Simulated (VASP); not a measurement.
# SnAu under strain, part 3 of 4

Aim: follow the pressure of SnAu through compression, expansion and shear. All runs use r2SCAN. Left out of this account: 1 further run (self-consistent run: a reference on another mesh). The start is a cell from a database of measured crystal structures.

VASP 6.6.1; r2SCAN; plane waves and PAW (Sn_d, Au).

Still holding for the runs below: Spin-orbit coupling is off here; with elements this heavy it splits and shifts levels by tenths of an eV or more.

So far, pressure (GPa): step 2 (bands, cell as listed) 2.91; step 3 (cell volume +4.0 %) -0.812; step 4 (cell volume +8.0 %) -3.67.

### Step 5. Bands, sheared, principal strains -2.9, -0.1, +3.1 %

The cell is sheared at fixed volume, which lowers its symmetry.

File INCAR:

```
SYSTEM = SnAu
PREC = Accurate
ENCUT = 400
EDIFF = 1E-06
NELM = 100
ISMEAR = -1
SIGMA = 0.05
LREAL = .FALSE.
ALGO = Normal
METAGGA = R2SCAN
LASPH = .TRUE.
NBANDS = 39
LORBIT = 11
LWAVE = .FALSE.
LCHARG = .FALSE.
KPAR = 4
```

File POSCAR:

```
SnAu
1.0
    4.2678940000     -0.1059480000     -0.0368070000
   -2.2257010000      3.8271210000      0.0570140000
   -0.0470240000      0.0569590000      5.5536860000
Sn Au
2 2
Direct
    0.3333333333      0.6666666667      0.2500000000
    0.6666666667      0.3333333333      0.7500000000
    0.0000000000      0.0000000000      0.0000000000
    0.0000000000      0.0000000000      0.5000000000
```

File KPOINTS:

```
Automatic mesh
0
Gamma
8 8 6
0 0 0
```

File KPOINTS_OPT:

```
Line mode
16
Line-mode
Reciprocal
  0.00000000   0.50000000   0.00000000 X
  0.00000000   0.00000000   0.00000000 GAMMA

  0.00000000   0.00000000   0.00000000 GAMMA
  0.00000000   0.00000000   0.50000000 Y

  0.00000000   0.50000000   0.50000000 L
  0.00000000   0.00000000   0.00000000 GAMMA

  0.00000000   0.00000000   0.00000000 GAMMA
  0.50000000  -0.50000000  -0.50000000 Z

  0.50000000   0.00000000  -0.50000000 N
  0.00000000   0.00000000   0.00000000 GAMMA

  0.00000000   0.00000000   0.00000000 GAMMA
  0.50000000  -0.50000000   0.00000000 M

  0.50000000   0.00000000   0.00000000 R
  0.00000000   0.00000000   0.00000000 GAMMA
```

Potentials, in the order of the species: Sn_d and Au (PBE family, release 64).

Started as:

```bash
mpirun -np 4 vasp_std
```

What it wrote:

```text
[... set-up lines as in an earlier step ...]
 entering main loop
       N       E                     dE             d eps       ncg     rms          rms(c)
DAV:   1     0.330043777977E+03    0.33004E+03   -0.20187E+04 17447   0.162E+03
DAV:   2    -0.100811676391E+03   -0.43086E+03   -0.40285E+03 15324   0.497E+02
DAV:   3    -0.161713370908E+03   -0.60902E+02   -0.59776E+02 17148   0.142E+02
DAV:   4    -0.164111606569E+03   -0.23982E+01   -0.23953E+01 17726   0.302E+01
DAV:   5    -0.164185469365E+03   -0.73863E-01   -0.73857E-01 20505   0.549E+00    0.122E+01
DAV:   6    -0.151269288189E+03    0.12916E+02   -0.95528E+00 17286   0.237E+01    0.979E+00
DAV:   7    -0.151166566647E+03    0.10272E+00   -0.42949E-01 18022   0.447E+00    0.555E+00
DAV:   8    -0.151177047873E+03   -0.10481E-01   -0.13588E-01 18475   0.225E+00    0.781E-01
DAV:   9    -0.151166386951E+03    0.10661E-01   -0.29459E-02 17357   0.133E+00    0.120E-01
DAV:  10    -0.151167109493E+03   -0.72254E-03   -0.31588E-03 17584   0.255E-01    0.819E-02
DAV:  11    -0.151167221958E+03   -0.11246E-03   -0.21078E-04 19311   0.107E-01    0.351E-02
DAV:  12    -0.151167212271E+03    0.96865E-05   -0.13460E-05 19357   0.222E-02    0.100E-02
DAV:  13    -0.151167208930E+03    0.33410E-05   -0.68026E-06 16032   0.177E-02    0.252E-03
DAV:  14    -0.151167208885E+03    0.44744E-07   -0.39805E-07 10255   0.390E-03
   1 F= -.15116721E+03 E0= -.15116300E+03  d E =-.842170E-02
 Start KPOINTS_OPT (optional k-point list driver)
k-point batch [1-112\112]
       N       E                     dE             ncg
DAV:   1     0.449200738213E+05   -0.30149E+05     9936
DAV:   2    -0.365765530014E+04   -0.48578E+05     8878
DAV:   3    -0.103258530416E+05   -0.66682E+04     9478
DAV:   4    -0.105919825768E+05   -0.26613E+03    10287
DAV:   5    -0.106004308153E+05   -0.84482E+01    11646
DAV:   6    -0.106006464488E+05   -0.21563E+00    11478
DAV:   7    -0.106006555826E+05   -0.91338E-02    12404
DAV:   8    -0.106006556550E+05   -0.72366E-04     9179
DAV:   9    -0.106006556568E+05   -0.17770E-05     6102
DAV:  10    -0.106006556574E+05   -0.57304E-06     6587
```

Run time: 4.3 min. Hardware: 4 MPI ranks of Intel Xeon 6975P-C (Granite Rapids), shared host; peak memory 2.6 GiB; 17 min of CPU time.

OUTCAR, selected parts (step 5):

```text
   k-points           NKPTS =    196   k-points in BZ     NKDIM =    196   number of bands    NBANDS=     39

   ENCUT  =  400.0 eV  29.40 Ry    5.42 a.u.   6.96  7.22  9.06*2*pi/ulx,y,z

   NELECT =      50.0000    total number of electrons

 E-fermi :   8.6297

 k-point     1 :       0.0000    0.0000    0.0000
  band No.  band energies     occupation
    ...
     19       3.4810      2.00000
     20       3.5268      2.00000
     21       4.4821      2.00000
     22       4.4973      2.00000
     23       7.5181      2.00000
     24       9.3430      0.00000
     25       9.6307      0.00000
     26      11.5446      0.00000
     27      11.8489      0.00000
     28      12.0426      0.00000
    ...

  Total        2.2530597      1.1073413      1.6362408      1.2911170     -0.2665491      0.2700511
  in kB       40.3837995     19.8479636     29.3279481     23.1419565     -4.7776217      4.8403912
  external PRESSURE =      29.8532371 kB  Pullay stress =       0.0000000 kB

 POSITION                                       TOTAL-FORCE (eV/Angst)
 -----------------------------------------------------------------------------------
     -0.07293      2.53034      1.41416        -0.314583     -0.142699     -0.010824
      2.06809      1.24779      4.15973         0.314583      0.142699      0.010824
      0.00000      0.00000      0.00000        -0.000000      0.000000      0.000000
     -0.02351      0.02848      2.77684         0.000000      0.000000      0.000000
 -----------------------------------------------------------------------------------
    total drift:                                0.000000     -0.000000     -0.000000

  FREE ENERGIE OF THE ION-ELECTRON SYSTEM (eV)
  ---------------------------------------------------
  free  energy   TOTEN  =      -151.1672088854 eV

  energy  without entropy=     -151.1587871863  energy(sigma->0) =     -151.16299804

[... 15 further parts left out ...]
```

The path and its labels are those of the sheared lattice, so a letter need not mean the same point as in the unstrained cell.

This step gave:

- irreducible k points: 196
- symmetry operations: 2
- free energy (TOTEN): -151.1672 eV
- energy at zero smearing: -151.1630 eV
- Fermi energy: 8.630 eV
- pressure: 2.985 GPa

Electronic bands along the path, in eV, zero at the Fermi level; # counts the bands kept, so #1 is VASP's band 11:

```csv
point,#11,#12,#13,#14,#15,#16,#17,#18
X,-4.21,-4.13,-2.41,-2.05,-1.85,-1.10,0.64,4.02
Γ,-4.15,-4.13,-1.11,0.71,1.00,2.91,3.22,3.41
Y,-5.18,-5.17,0.13,0.15,2.38,2.46,2.79,2.85
jump to L,-4.82,-4.75,-4.22,-4.21,0.62,0.66,1.98,2.00
Γ,-4.15,-4.13,-1.11,0.71,1.00,2.91,3.22,3.41
Z,-4.83,-4.76,-4.24,-4.21,0.69,0.73,2.05,2.09
jump to N,-4.78,-4.77,-4.11,-4.11,0.22,0.22,1.42,1.42
Γ,-4.15,-4.13,-1.11,0.71,1.00,2.91,3.22,3.41
M,-4.21,-4.13,-2.42,-2.06,-1.79,-1.10,0.62,4.08
jump to R,-4.21,-4.13,-2.37,-2.21,-1.87,-1.16,0.79,3.72
Γ,-4.15,-4.13,-1.11,0.71,1.00,2.91,3.22,3.41
```

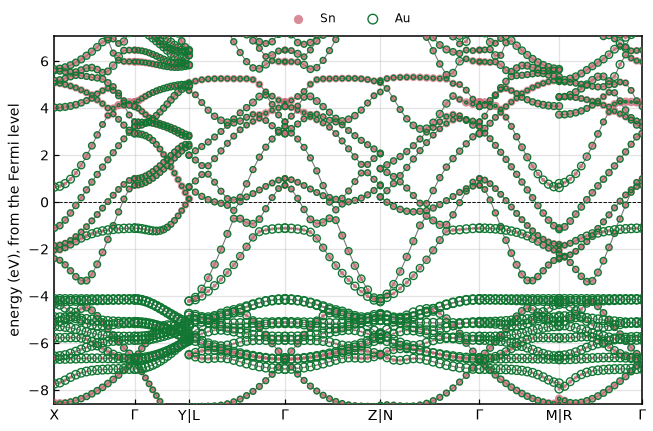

Electronic bands along the path; dots are coloured as in the legend, and their area grows with the weight.

Force by atom:

| atom | x (eV/Å) | y (eV/Å) | z (eV/Å) | size |
| --- | --- | --- | --- | --- |
| Sn1 | -0.315 | -0.143 | -0.011 | 0.346 |
| Sn2 | 0.315 | 0.143 | 0.011 | 0.346 |
| Au3 | 0.000 | 0.000 | 0.000 | 0.000 |
| Au4 | 0.000 | 0.000 | 0.000 | 0.000 |

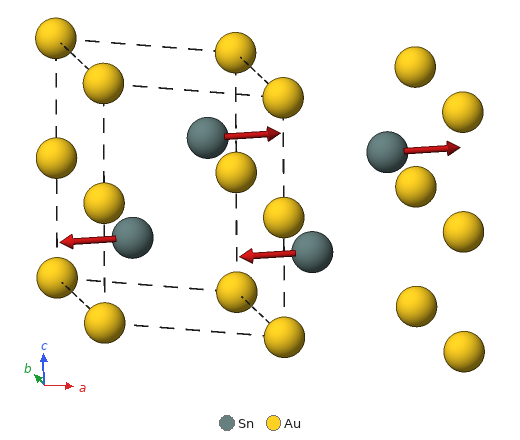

Force as arrows, the longest 0.346 eV/Å. 2×1×1 cells are drawn. Some periodic images of atoms are drawn too.

 The pressure is 2.99 GPa, and the symmetry operations fall from 24 to 2.

### Step 6. Bands, volume times 0.96

The cell is compressed evenly, with fractional positions held.

INCAR is that of step 5.

File POSCAR:

```
SnAu
1.0
    4.2645739189      0.0000000000      0.0000000000
   -2.1322869595      3.6932293502      0.0000000000
    0.0000000000      0.0000000000      5.4483557146
Sn Au
2 2
Direct
    0.3333333333      0.6666666667      0.2500000000
    0.6666666667      0.3333333333      0.7500000000
    0.0000000000      0.0000000000      0.0000000000
    0.0000000000      0.0000000000      0.5000000000
```

KPOINTS is that of step 5.

File KPOINTS_OPT:

```
Line mode
16
Line-mode
Reciprocal
  0.00000000   0.00000000   0.00000000 GAMMA
  0.50000000   0.00000000   0.00000000 M

  0.50000000   0.00000000   0.00000000 M
  0.33333333   0.33333333   0.00000000 K

  0.33333333   0.33333333   0.00000000 K
  0.00000000   0.00000000   0.00000000 GAMMA

  0.00000000   0.00000000   0.00000000 GAMMA
  0.00000000   0.00000000   0.50000000 A

  0.00000000   0.00000000   0.50000000 A
  0.50000000   0.00000000   0.50000000 L

  0.50000000   0.00000000   0.50000000 L
  0.33333333   0.33333333   0.50000000 H

  0.33333333   0.33333333   0.50000000 H
  0.00000000   0.00000000   0.50000000 A

  0.50000000   0.00000000   0.50000000 L
  0.50000000   0.00000000   0.00000000 M

  0.33333333   0.33333333   0.00000000 K
  0.33333333   0.33333333   0.50000000 H
```

Started as:

```bash
mpirun -np 4 vasp_std
```

What it wrote:

```text
[... set-up lines as in an earlier step ...]
 entering main loop
       N       E                     dE             d eps       ncg     rms          rms(c)
DAV:   1     0.332221980370E+03    0.33222E+03   -0.20216E+04  3546   0.163E+03
DAV:   2    -0.100408229989E+03   -0.43263E+03   -0.40470E+03  3127   0.500E+02
DAV:   3    -0.161604078457E+03   -0.61196E+02   -0.60031E+02  3444   0.143E+02
DAV:   4    -0.163980502914E+03   -0.23764E+01   -0.23734E+01  3648   0.301E+01
DAV:   5    -0.164053956336E+03   -0.73453E-01   -0.73448E-01  4180   0.543E+00    0.134E+01
DAV:   6    -0.151185672289E+03    0.12868E+02   -0.93275E+00  3541   0.237E+01    0.103E+01
DAV:   7    -0.151092765693E+03    0.92907E-01   -0.43012E-01  3610   0.451E+00    0.585E+00
DAV:   8    -0.151100499030E+03   -0.77333E-02   -0.11702E-01  3818   0.211E+00    0.755E-01
DAV:   9    -0.151090588396E+03    0.99106E-02   -0.27026E-02  3521   0.129E+00    0.124E-01
DAV:  10    -0.151091288273E+03   -0.69988E-03   -0.30203E-03  3583   0.250E-01    0.868E-02
DAV:  11    -0.151091379863E+03   -0.91590E-04   -0.21404E-04  3975   0.114E-01    0.368E-02
DAV:  12    -0.151091366345E+03    0.13518E-04   -0.14399E-05  4003   0.231E-02    0.983E-03
DAV:  13    -0.151091362864E+03    0.34807E-05   -0.56197E-06  3256   0.161E-02    0.152E-03
DAV:  14    -0.151091362877E+03   -0.12944E-07   -0.38300E-07  2064   0.345E-03
   1 F= -.15109136E+03 E0= -.15108643E+03  d E =-.985852E-02
 Start KPOINTS_OPT (optional k-point list driver)
k-point batch [1-40\144]
       N       E                     dE             ncg
DAV:   1     0.137746259845E+05   -0.26829E+05     3572
DAV:   2    -0.355191724033E+04   -0.17327E+05     3120
DAV:   3    -0.593758541412E+04   -0.23857E+04     3463
DAV:   4    -0.602969031580E+04   -0.92105E+02     3648
DAV:   5    -0.603262645219E+04   -0.29361E+01     4257
DAV:   6    -0.603270274635E+04   -0.76294E-01     4102
DAV:   7    -0.603270591181E+04   -0.31655E-02     4439
DAV:   8    -0.603270593965E+04   -0.27838E-04     3319
DAV:   9    -0.603270594076E+04   -0.11170E-05     2269
DAV:  10    -0.603270594097E+04   -0.21156E-06     2365
[...]
k-point batch [121-144\144]
       N       E                     dE             ncg
DAV:   1     0.249590119091E+05   -0.24766E+05     2109
DAV:   2     0.145061484906E+05   -0.10453E+05     1872
DAV:   3     0.130642639991E+05   -0.14419E+04     2126
DAV:   4     0.130091350110E+05   -0.55129E+02     2181
DAV:   5     0.130073565110E+05   -0.17785E+01     2617
DAV:   6     0.130073204210E+05   -0.36090E-01     2358
DAV:   7     0.130073187090E+05   -0.17120E-02     2810
DAV:   8     0.130073186980E+05   -0.10964E-04     1853
DAV:   9     0.130073186976E+05   -0.38304E-06     1349
```

It took 2 min on 4 MPI ranks; peak memory 1 GiB.

OUTCAR, selected parts (step 6):

```text
   ENCUT  =  400.0 eV  29.40 Ry    5.42 a.u.   6.95  6.95  8.88*2*pi/ulx,y,z

   NELECT =      50.0000    total number of electrons

 E-fermi :   9.3310

 k-point     1 :       0.0000    0.0000    0.0000
  band No.  band energies     occupation
    ...
     19       3.9224      2.00000
     20       3.9224      2.00000
     21       4.9971      2.00000
     22       4.9971      2.00000
     23       8.2419      2.00000
     24      10.0244      0.00000
     25      10.0245      0.00000
     26      12.4092      0.00000
     27      12.8248      0.00000
     28      12.8248      0.00000
    ...

  Total        3.7725129      3.7725129      4.7079057     -0.0000000     -0.0000000     -0.0000000
  in kB       70.4358785     70.4358785     87.9004226     -0.0000000     -0.0000000     -0.0000000
  external PRESSURE =      76.2573932 kB  Pullay stress =       0.0000000 kB

 POSITION                                       TOTAL-FORCE (eV/Angst)
 -----------------------------------------------------------------------------------
     -0.00000      2.46215      1.36209        -0.000000      0.000000      0.000000
      2.13229      1.23108      4.08627         0.000000     -0.000000      0.000000
      0.00000      0.00000      0.00000         0.000000      0.000000      0.000000
      0.00000      0.00000      2.72418         0.000000      0.000000      0.000000
 -----------------------------------------------------------------------------------
    total drift:                               -0.000000      0.000000      0.000000

  FREE ENERGIE OF THE ION-ELECTRON SYSTEM (eV)
  ---------------------------------------------------
  free  energy   TOTEN  =      -151.0913628771 eV

  energy  without entropy=     -151.0815043553  energy(sigma->0) =     -151.08643362

[... 4 parts as in an earlier step ...]

[... 12 further parts left out ...]
```

This step gave:

- irreducible k points: 40
- symmetry operations: 24
- free energy (TOTEN): -151.0914 eV
- energy at zero smearing: -151.0864 eV
- Fermi energy: 9.331 eV
- pressure: 7.626 GPa

The electronic bands at the labelled points (eV, zero at the Fermi level; # counts the bands kept, so #1 is VASP's band 11):

| point | #12 | #13 | #14 | #15 | #16 | #17 | #18 | #19 |
| --- | --- | --- | --- | --- | --- | --- | --- | --- |
| Γ | -4.33 | -1.09 | 0.69 | 0.69 | 3.08 | 3.49 | 3.49 | 3.53 |
| M | -4.32 | -2.51 | -2.33 | -2.28 | -1.07 | 0.75 | 3.85 | 5.11 |
| K | -4.37 | -4.37 | -1.65 | -0.47 | -0.47 | 1.11 | 1.11 | 1.61 |
| Γ | -4.33 | -1.09 | 0.69 | 0.69 | 3.08 | 3.49 | 3.49 | 3.53 |
| A | -5.54 | 0.21 | 0.21 | 2.61 | 2.61 | 2.61 | 2.61 | 5.07 |
| L | -5.08 | -4.42 | -4.42 | 0.38 | 0.38 | 1.82 | 1.82 | 5.10 |
| H | -5.38 | -3.64 | -3.64 | -2.70 | -2.70 | 5.38 | 5.38 | 6.36 |
| A | -5.54 | 0.21 | 0.21 | 2.61 | 2.61 | 2.61 | 2.61 | 5.07 |
| jump to L | -5.08 | -4.42 | -4.42 | 0.38 | 0.38 | 1.82 | 1.82 | 5.10 |
| M | -4.32 | -2.51 | -2.33 | -2.28 | -1.07 | 0.75 | 3.85 | 5.11 |
| jump to K | -4.37 | -4.37 | -1.65 | -0.47 | -0.47 | 1.11 | 1.11 | 1.61 |
| H | -5.38 | -3.64 | -3.64 | -2.70 | -2.70 | 5.38 | 5.38 | 6.36 |

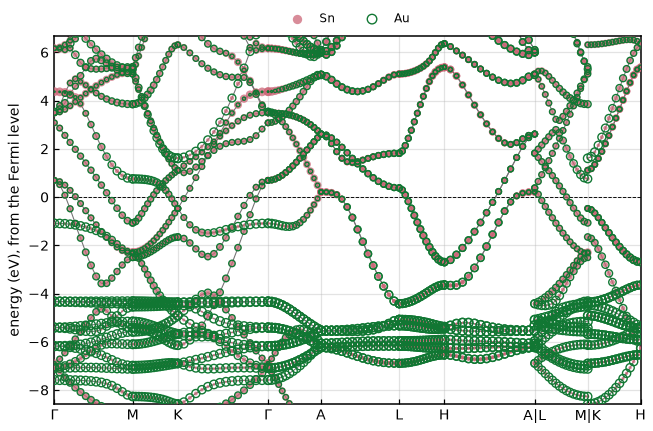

Electronic bands along the path; dots are coloured as in the legend, and their area grows with the weight.

 The pressure is 7.63 GPa.

For the pressure, step 2 gave 2.91 GPa; this run, with cell volume -4.0 %, gives 7.63 GPa (+162 %).

(Part 3 of 4 ends here.)

[Lines on the potential files, build, host, timing and source positions are cut from VASP's logs without a mark.]

[Logs are printed without paths, hosts, clocks, repeated set-up lines and the standing remarks that a program may print on its own settings, such as how far it seeks lower states.]

[Hosts, paths, dates, database ids (printed as entryN), source tags and the programs' standing remarks are cut or masked in the printed files.]

[A measured line is paired with the nearest computed mode of its activity, which favours agreement.]
